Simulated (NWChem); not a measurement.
# CH5N (methylamine) at CAM-B3LYP/STO-3G

Aim: the vertical ionisation energy of CH5N (methylamine) at CAM-B3LYP/STO-3G, from 2 runs. 

Program for the calculation: NWChem 7.3.0.

1 further run of the same task is left out (set aside as unsound or not needed).

### Step 1. The molecule

CH5N: 7 atoms, total charge 0, spin state singlet. SMILES: `CN`. The shape is that of a PBE0-D4/def2-TZVP optimisation.

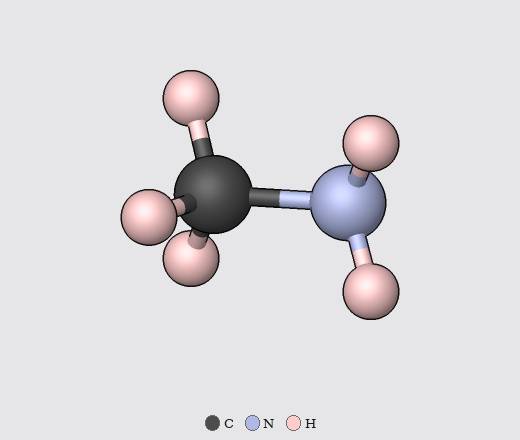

The structure, seen from a chosen angle (carbon dark grey, nitrogen light blue, hydrogen pink).

### Step 2. The energy at CAM-B3LYP/STO-3G

Input file ch5n.nw:

```
start ch5n
title "CH5N CAM-B3LYP"
memory 2200 mb

geometry units angstroms noautosym nocenter noautoz
  C       -0.473800      -0.138400      -0.281500
  N        0.801600       0.390900       0.170500
  H       -0.984400      -0.806400       0.427500
  H       -0.327200      -0.690700      -1.212500
  H       -1.150500       0.689300      -0.505500
  H        1.448000      -0.360600       0.373500
  H        0.686300       0.915800       1.027900
end

basis spherical bse
  * library STO-3G
end

dft
  xc xcamb88 1.00 lyp 0.81 vwn_5 0.19 hfexch 1.00
  cam 0.33 cam_alpha 0.19 cam_beta 0.46
  grid fine
  convergence energy 1e-08
  direct
  maxiter 100
  mulliken
  print low
end

task dft energy
```

On the command line:

```sh
$ nwchem ch5n.nw > ch5n.out
```

Standard output:

```text
[...]
 d= 0,ls=0.0,diis     1    -94.5485538755 -1.37D+02  3.36D-02  1.62D-01     0.2
[...]
 d= 0,ls=0.0,diis     7    -94.5724016437 -4.16D-09  6.35D-07  1.56D-11     0.9
         Total DFT energy =      -94.572401643740
      One electron energy =     -210.793081263381
           Coulomb energy =       88.275197599715
    Exchange-Corr. energy =      -14.195399630648
 Nuclear repulsion energy =       42.140881650574
[...]
      Total Density - Mulliken Population Analysis
     ---------------------------------------------
    Atom       Charge   Shell Charges
 -----------   ------   -------------------------------------------------------
    1 C    6     6.15   1.99  1.18  2.99
    2 N    7     7.41   1.99  1.56  3.86
    3 H    1     0.94   0.94
    4 H    1     0.92   0.92
    5 H    1     0.92   0.92
    6 H    1     0.83   0.83
    7 H    1     0.83   0.83
[...]
```

Wall time 1.6 s (1 thread of Intel Xeon 6975P-C (Granite Rapids), shared host); peak memory 0.11 GiB.

### Step 3. The doublet cation at the same level

Input file job.nw:

```
start job
memory 2200 mb
charge 1
geometry units angstrom noautosym nocenter noautoz
   C     -0.473800    -0.138400    -0.281500
   N      0.801600     0.390900     0.170500
   H     -0.984400    -0.806400     0.427500
   H     -0.327200    -0.690700    -1.212500
   H     -1.150500     0.689300    -0.505500
   H      1.448000    -0.360600     0.373500
   H      0.686300     0.915800     1.027900
end
basis "ao basis" spherical bse
   * library STO-3G
end
dft
   xc xcamb88 1.00 lyp 0.81 vwn_5 0.19 hfexch 1.00
   cam 0.33 cam_alpha 0.19 cam_beta 0.46
   mult 2
   grid fine
   convergence energy 1e-08
   direct
   iterations 100
   mulliken
   noprint "final vectors analysis"
end
task dft energy
```

On the command line:

```sh
$ nwchem job.nw > job.out
```

Standard output:

```text
[...]
          Wavefunction type:  spin polarized.
          No. of atoms     :     7
          No. of electrons :    17
[...]
          Charge           :     1
          Spin multiplicity:     2
[...]
          AO basis - number of functions:    15
[...]
              XC Information
              --------------
                     Hartree-Fock (Exact) Exchange  1.000
                   CAM-Becke88 Exchange Functional  1.000
                      VWN V Correlation Functional  0.190 local
              Lee-Yang-Parr Correlation Functional  0.810
[...]
 d= 0,ls=0.0,diis     1    -94.2503442455 -1.36D+02  1.52D-02  4.08D-02     0.3
[...]
 d= 0,ls=0.0,diis    10    -94.2846657074 -3.90D-10  6.39D-07  2.54D-11     2.0
[...]
         Total DFT energy =      -94.284665707382
      One electron energy =     -204.091734319654
           Coulomb energy =       81.357782947461
    Exchange-Corr. energy =      -13.691595985763
 Nuclear repulsion energy =       42.140881650574
[...]
      Total Density - Mulliken Population Analysis
     ---------------------------------------------
    Atom       Charge   Shell Charges
 -----------   ------   -------------------------------------------------------
    1 C    6     6.16   1.99  1.20  2.97
    2 N    7     7.12   1.99  1.58  3.55
    3 H    1     0.79   0.79
    4 H    1     0.82   0.82
    5 H    1     0.82   0.82
    6 H    1     0.65   0.65
    7 H    1     0.65   0.65
[...]
      <S2> =      0.7528 (Exact =     0.7500)
[...]
```

Wall time 2.5 s (1 thread of Intel Xeon 6975P-C (Granite Rapids), shared host); peak memory 0.11 GiB.

### Step 4. What came out

At CAM-B3LYP/STO-3G:

```
                                          quantity         value
                        singlet CH5N: total energy  -94.57240 Eh
                      doublet cation: total energy  -94.28467 Eh
                              doublet cation: ⟨S²⟩         0.753
vertical ionisation energy (to the doublet cation)      7.830 eV
```

In words: Removing an electron at fixed nuclei costs 7.83 eV (181 kcal/mol). In a minimal basis such a difference can be off by several eV, whatever the method. Mulliken charges (singlet CH5N) run from -0.41 on N2 to +0.17 on H6; they depend strongly on the basis.
